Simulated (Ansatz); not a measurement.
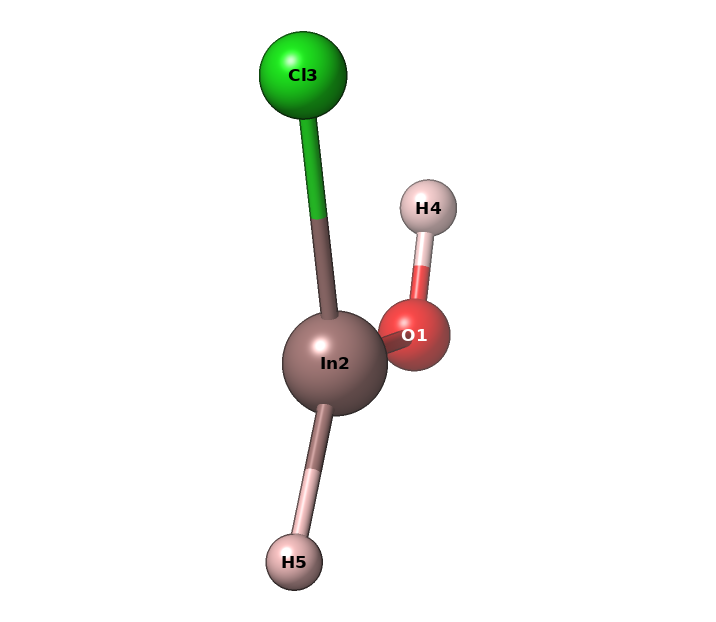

O1 lies behind In2. The molecule seen a little off the In2–O1 bond, In2 in front. Distant atoms are faded towards the background colour. The geometry was computed by an optimisation with PBE0-D4/def2-TZVP. No frequency run is at hand to confirm it as a minimum.

Question: What is the torsion angle Cl3–In2–O1–H4? The sign is positive where the front bond must turn clockwise to cover the back bond.

Answer: 0°, synperiplanar (eclipsed).
